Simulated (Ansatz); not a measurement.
# H3NO (SMILES NO): BHLYP/STO-3G

What is the vertical singlet–triplet gap of H3NO at BHLYP/STO-3G? 

The calculation is run with Ansatz 0.2.0.

51 further runs of the same task are left out: 1 that didn't finish, 50 set aside as unsound or not needed.

**1. Starting point**

H3NO: 5 atoms, total charge 0, spin state singlet. SMILES: `NO`. The shape is that of a GFN2-xTB optimisation. This is one conformer, not always the lowest.

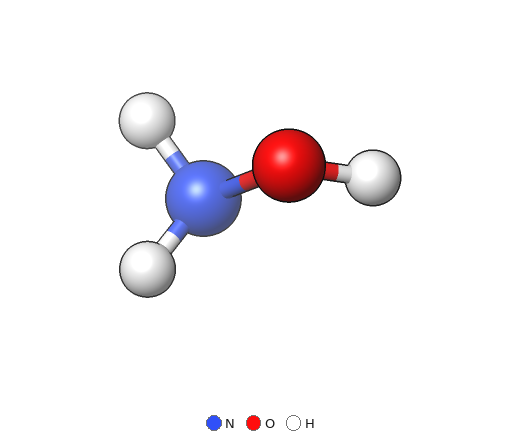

Viewed from a chosen angle; nitrogen blue, oxygen red, hydrogen white.

**2. The energy at BHLYP/STO-3G**

The input, in.yaml:

```yaml
crystal:
  periodic: [false, false, false]
  atoms:
    - symbol: "N"
      position_ang: [-0.178910, -0.366440, -0.312920]
    - symbol: O
      position_ang: [0.371730, 0.674250, 0.501760]
    - symbol: H
      position_ang: [-0.161770, -1.206140, 0.265260]
    - symbol: H
      position_ang: [-1.156690, -0.114310, -0.454620]
    - symbol: H
      position_ang: [1.125640, 1.012630, 0.000530]
basis:
  gaussian:
    orbitals: STO-3G
hamiltonian:
  xc: {name: BHLYP}
accuracy: high
```

Launch:

```
$ ansatz run in.yaml --threads 1 --pin off --max-ram 2610MiB --events-out events.jsonl --progress --plain --runs-dir runs
```

Output:

```text
Warning: RAYON_NUM_THREADS=1 ignored (pool sized by the plan → 1); use --threads N
Functional definition: BHLYP
  name "BHLYP"
  parameter a = 0.5
  exchange = (1 - a)*b88_x + a*exact_x
  correlation = lyp_c
209 factors; integrals over basis functions are off by at most 3.8e-8 eV
mean field evaluation 1: about -3533.2061 eV, gradient 1.1e1 eV
mean field evaluation 2: about -3533.6004 eV, gradient 4.6e0 eV
mean field evaluation 4: about -3533.6637 eV, gradient 2.6e-1 eV
mean field evaluation 8: about -3533.7089 eV, gradient 3.2e-4 eV
mean field evaluation 16: about -3533.7089 eV, gradient 1.5e-8 eV
mean field -3533.70887753 eV, -129.8614060154 hartree, gradient 1.5e-8 eV, S^2 0.000000; 0 other end points of the search recorded, 0 dependent functions left out
reference -3533.70889396 eV, -129.8614066189 hartree; 9, 9 occupied and 4, 4 virtual orbitals, 209 factors
Total energy: -3533.70889396 eV, -129.8614066189 hartree
```

Wall time 0.62 s (1 thread of Arm Neoverse V1, shared host).

**3. The triplet at the same level**

The input, molecule.yaml:

```yaml
crystal:
  periodic: [false, false, false]
  atoms:
    - {symbol: "N", position_ang: [-0.178910, -0.366440, -0.312920]}
    - {symbol: O, position_ang: [0.371730, 0.674250, 0.501760]}
    - {symbol: H, position_ang: [-0.161770, -1.206140, 0.265260]}
    - {symbol: H, position_ang: [-1.156690, -0.114310, -0.454620]}
    - {symbol: H, position_ang: [1.125640, 1.012630, 0.000530]}
basis:
  gaussian:
    orbitals: STO-3G
magnetization:
  spin_polarized: true
  initial_magnetization: 2
hamiltonian:
  xc: {name: BHLYP}
accuracy: high
```

Launch:

```
$ ansatz run molecule.yaml --threads 1 --pin off --max-ram 2610MiB --events-out events.jsonl --progress --plain --runs-dir runs
```

Output:

```text
Warning: RAYON_NUM_THREADS=1 ignored (pool sized by the plan → 1); use --threads N
[... 5 set-up lines as earlier in the session ...]
209 factors; integrals over basis functions are off by at most 3.8e-8 eV
mean field evaluation 1: about -3523.8463 eV, gradient 1.2e1 eV
mean field evaluation 2: about -3524.7462 eV, gradient 7.3e0 eV
mean field evaluation 4: about -3525.1314 eV, gradient 7.0e-1 eV
mean field evaluation 8: about -3525.2627 eV, gradient 1.2e-1 eV
mean field evaluation 16: about -3525.2766 eV, gradient 7.9e-5 eV
mean field -3525.27657658 eV, -129.5515246709 hartree, gradient 1.9e-8 eV, S^2 2.003606; 2 other end points of the search recorded, 0 dependent functions left out
reference -3525.27659275 eV, -129.5515252652 hartree; 10, 8 occupied and 3, 5 virtual orbitals, 209 factors
Total energy: -3525.27659275 eV, -129.5515252652 hartree
```

Wall time 1.6 s (1 thread of Arm Neoverse V1, shared host); peak memory 0.11 GiB.

**4. Summary of results**

Level: BHLYP/STO-3G.

| quantity | value |
| --- | --- |
| singlet: total energy | -129.86141 Eh |
| triplet: total energy | -129.55153 Eh |
| triplet: ⟨S²⟩ | 2.004 |
| vertical energy of the triplet above the singlet | 8.432 eV |

What this shows: At this shape the triplet lies 8.43 eV (194 kcal/mol) above the singlet. In a minimal basis such a difference can be off by several eV, whatever the method.
